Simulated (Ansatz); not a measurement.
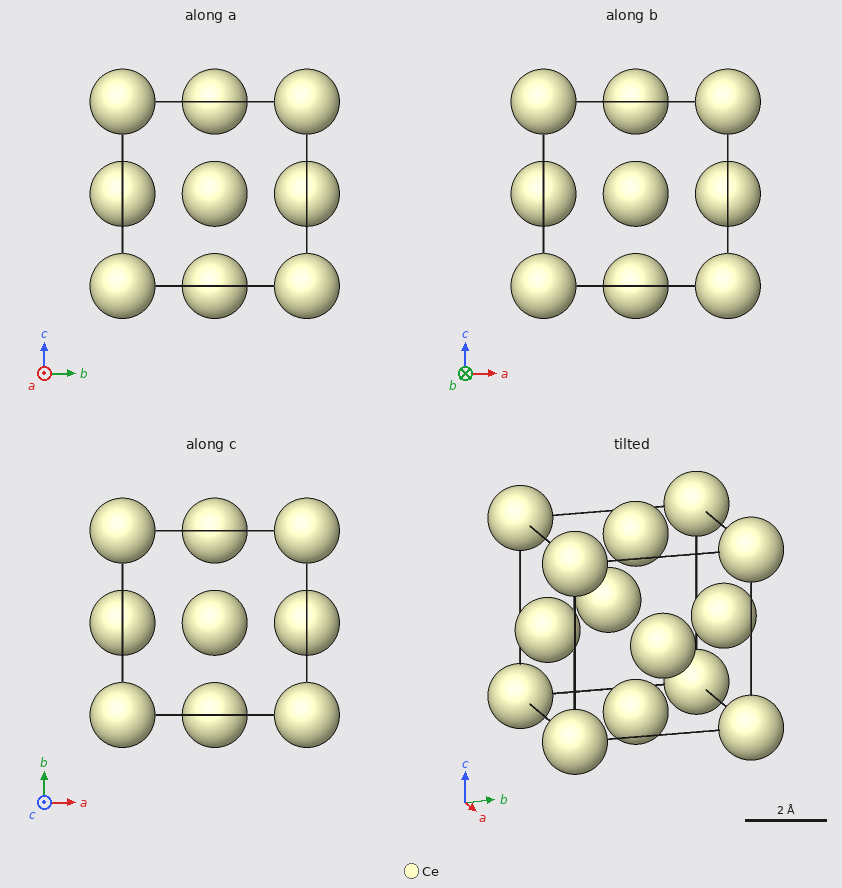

View along the a axis, along the b axis, along the c axis and slightly off an axis, drawn as a spheres-only model. Atoms at the boundary of the conventional unit cell (the box) are drawn once for each face, edge or corner they touch.

Lattice parameters: a = 4.5711 Å, b = 4.5711 Å, c = 4.5711 Å, α = 90.000°, β = 90.000°, γ = 90.000°.

From the views, write a CIF with its space group and independent sites.

```cif
data_structure
_symmetry_space_group_name_H-M 'F m -3 m'
_symmetry_Int_Tables_number 225
_cell_length_a 4.5711
_cell_length_b 4.5711
_cell_length_c 4.5711
_cell_angle_alpha 90.000
_cell_angle_beta 90.000
_cell_angle_gamma 90.000
_cell_volume 95.51
loop_
_atom_site_label
_atom_site_type_symbol
_atom_site_symmetry_multiplicity
_atom_site_Wyckoff_symbol
_atom_site_fract_x
_atom_site_fract_y
_atom_site_fract_z
_atom_site_occupancy
Ce1 Ce 4 a 0.0000 0.0000 0.0000 1
```

The structure was taken from the standard structure of this element. Earlier steps of the study may have refined or changed the cell and positions. It was run through Ansatz as a DFT input.
